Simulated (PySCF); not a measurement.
C₆H₁₂BNSi

Input

```
{"job": {"kind": "nmr", "xc": "PBE0", "basis": "pcSseg-1"}, "charge": 0, "multiplicity": 1}
B      1.386881     1.925493     0.850203
Si     1.787846     0.045671     0.272029
N      0.475602    -0.403425    -0.779505
C      0.015522    -1.748250    -0.995416
C     -1.130556    -1.940502     0.016663
C     -1.670533    -0.519616     0.257388
C     -0.710254     0.388657    -0.556695
C     -0.323697     1.612709     0.125966
C     -0.193148     2.730353     0.637068
H      2.091862     2.664135     0.246115
H      1.481807     1.968198     2.032481
H      2.983425    -0.206131    -0.551983
H      1.927276    -0.916085     1.394092
H      0.829886    -2.455424    -0.854955
H     -0.365675    -1.846837    -2.020708
H     -1.897079    -2.612488    -0.365596
H     -0.734262    -2.359008     0.940882
H     -2.699080    -0.405904    -0.081879
H     -1.626799    -0.255081     1.313947
H     -1.179438     0.647532    -1.521766
H     -0.458505     3.702944     0.950605
```

Run with:

```sh
OMP_NUM_THREADS=1 python probes_run.py task.json out
```

Geometry: GFN2-xTB.

Theory: PySCF, PBE0/pcSseg-1, SCF density, gas phase, non-relativistic.

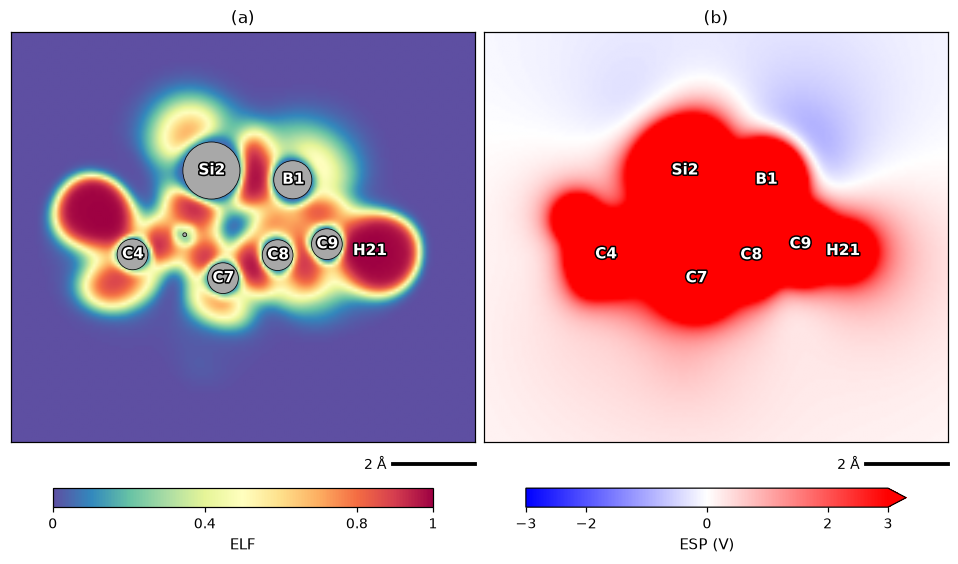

Figure 1. (a) electron localisation function; (b) electrostatic potential on the plane of atoms C8, C9 and H21. Grey discs cover the atomic cores in the ELF map.

> Interpret the plot.

The plane passes through B, Si, C and H nuclei.
C–C (1.24 Å): the ELF peaks at about 0.85 between the atoms: a multiple bond.
C–B (1.79 Å): the ELF peaks at about 0.80 between the atoms; a shared electron pair.
Si–B (2.01 Å): the ELF peaks at about 0.95 between the atoms: localised, covalent bonding.
C–H (1.06 Å): the ELF climbs to about 1 towards the hydrogen, as it does in any bond to H; a covalent bond by its length.
Outside the dense part of the molecule the potential is most negative (−0.9 V) near H11, which lies off the plane.

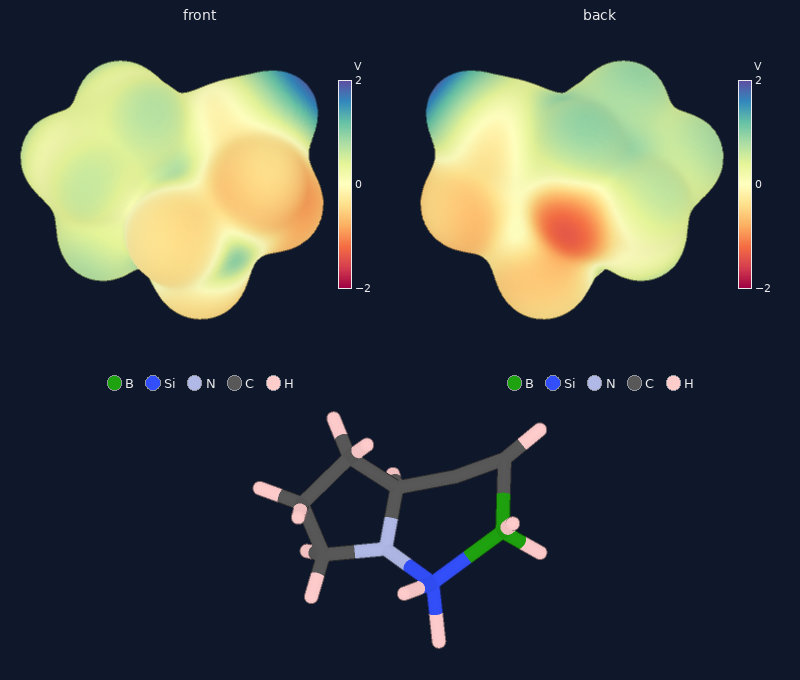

Figure 2. The electrostatic potential painted on the density surface at 0.002 e/bohr³, seen from the front and from behind; the colour scale runs from red (negative) to blue (positive). The bare structure is drawn below in the same view.

> Describe the electrostatic potential map.

The most negative region (about −1.3 V) lies over N3, the most positive (about +1.8 V) over H21. N3 is the likeliest acceptor of a hydrogen bond.
